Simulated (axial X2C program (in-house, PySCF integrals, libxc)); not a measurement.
# IV: relativistic diatomic calculation

System: IV, single determinant with Ω = 1.
Method: HF, two-component X2C with atomic mean-field Coulomb and Gaunt terms, I dyall-cv3z, V dyall-cv3z (cores contracted) (axial X2C program (in-house, PySCF integrals, libxc)).

**Input file**
```
{"zs": [53, 23], "q": 0, "bas": ["dyall-cv3z", "dyall-cv3z"], "levels": ["PBE0", "HF", "TPSSh"], "cc": true, "r0": 2.67, "thr": -2.0, "nmax": 90, "npts": 10, "nst": 2, "ntry": 6}
```

The line is the task of a batch: nuclear charges, charge, bases, the levels to run, a first guess of the distance and further settings. This report covers HF with spin-orbit coupling. The log is that of the reference distance 2.565 Å.

The run was one of a batch that the task file lists, launched with:
```bash
python <driver script> task.json out
```

**The program's output**
```
two-component X2C + atomic mean field  HF
basis functions 240  fitting functions 1269  grid points 5803
iter        total energy     max residual
   1      -8057.741161250     4.09e-01
   2      -8057.774486273     1.21e-02
   3      -8057.776642008     2.73e-02
   4      -8057.777081905     4.61e-03
   5      -8057.777120349     4.88e-04
   6      -8057.777125924     6.48e-04
   7      -8057.777127794     2.00e-04
   8      -8057.777129059     2.18e-04
   9      -8057.777130642     4.13e-04
  10      -8057.777134920     7.04e-04
  11      -8057.777158622     1.60e-03
  12      -8057.777214531     2.51e-03
  13      -8057.777397408     4.35e-03
  14      -8057.777813760     7.59e-03
  15      -8057.777975240     9.59e-03
  16      -8057.778599553     9.02e-03
  17      -8057.780630695     4.86e-03
  18      -8057.781398667     1.76e-03
  19      -8057.781482368     7.78e-04
  20      -8057.781504579     5.64e-04
  21      -8057.781512080     4.44e-04
  22      -8057.781514847     3.60e-04
  23      -8057.781517704     2.30e-04
  24      -8057.781520019     1.58e-04
  25      -8057.781521234     9.84e-05
  26      -8057.781521580     5.26e-05
  27      -8057.781521685     4.22e-05
  28      -8057.781521748     3.37e-05
  29      -8057.781521793     2.62e-05
  30      -8057.781521821     1.65e-05
  31      -8057.781521836     1.46e-05
  32      -8057.781521845     1.07e-05
  33      -8057.781521849     5.72e-06
  34      -8057.781521850     2.13e-06
converged
one-electron -11549.92937519  Coulomb 3470.15674824  exact exchange -224.94448816  xc functional 0.00000000  nuclear repulsion 251.48811700  atomic mean-field constant -4.55252374
correlated 12  virtual 328  natural virtual 90  E(MP2) -0.207191999  MP2 remainder -0.010556761
iter   CCSD correlation   residual
   1     -0.212269082   1.15e-01
   2     -0.218918775   6.53e-02
   3     -0.222371079   4.89e-02
   4     -0.225172903   3.82e-02
   5     -0.227302184   2.49e-02
   6     -0.228338945   1.47e-02
   7     -0.228715508   7.48e-03
   8     -0.228853537   4.17e-03
   9     -0.228859709   2.90e-03
  10     -0.228894653   2.24e-03
  11     -0.228885718   1.57e-03
  12     -0.228895593   1.08e-03
  13     -0.228898511   6.67e-04
  14     -0.228901543   3.50e-04
  15     -0.228905760   1.72e-04
  16     -0.228906426   9.09e-05
  17     -0.228906675   5.00e-05
  18     -0.228906569   3.07e-05
  19     -0.228906047   2.01e-05
  20     -0.228905827   1.39e-05
  21     -0.228905421   1.03e-05
  22     -0.228905149   7.44e-06
  23     -0.228904960   5.46e-06
  24     -0.228904786   3.95e-06
  25     -0.228904712   2.59e-06
  26     -0.228904678   1.66e-06
  27     -0.228904665   1.11e-06
(T) -0.01043794816371694  T1 0.0838  D1 0.2748  max T2 0.141
```

**The points of the curve**

| R (Å) | E (hartree) | dipole (D; origin at the first atom, positive when the second is positive) | highest filled (eV) | lowest empty (eV) |
| --- | --- | --- | --- | --- |
| 2.411 | −8057.768506 | 3.27 | −7.23 | 0.16 |
| 2.488 | −8057.776642 | 3.39 | −7.28 | 0.12 |
| 2.565 | −8057.781522 | 3.61 | −7.35 | 0.07 |
| 2.655 | −8057.784015 | 3.96 | −7.43 | −0.01 |
| 2.745 | −8057.783910 | 4.35 | −7.53 | −0.08 |

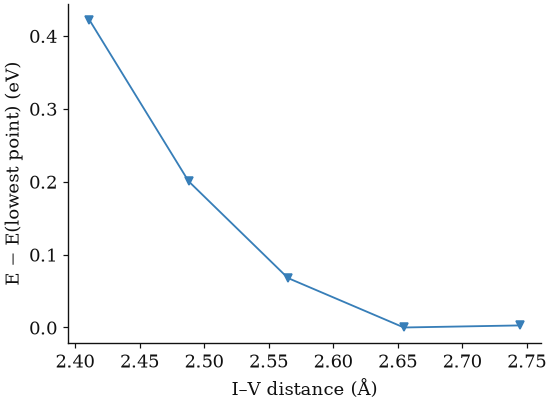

Figure 1. Energy at 5 bond lengths, for one set of occupations held fixed; the line joins the points. The lowest point is at 2.65 Å; the points are too few or too rough near it for spectroscopic constants. The lowest point lies 1.87 eV below I + V.

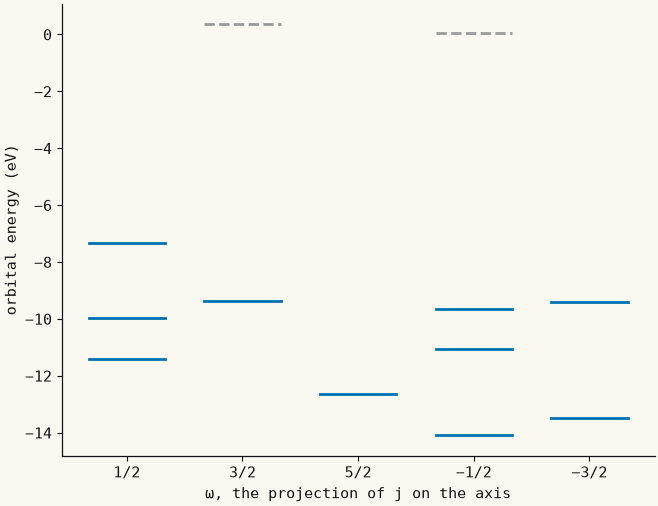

Figure 2. Orbital energies near the frontier at 2.56 Å, filled (solid) and empty (dashed). The highest filled spinor (1/2; 63 % V s, 24 % V p) lies at −7.35 eV, the lowest empty one (−1/2; 76 % V s, 20 % V p) at 0.07 eV.

**Summary**

- outcome: converged
- hardware: 1 thread of Intel Xeon (Granite Rapids), 176 GiB of memory available, shared host
- wall time: 11 s
- peak memory: 0.85 GiB

**Remarks**

Hartree–Fock lacks correlation, so it usually binds too weakly. To bear in mind: 5 of the 10 points asked for were kept.
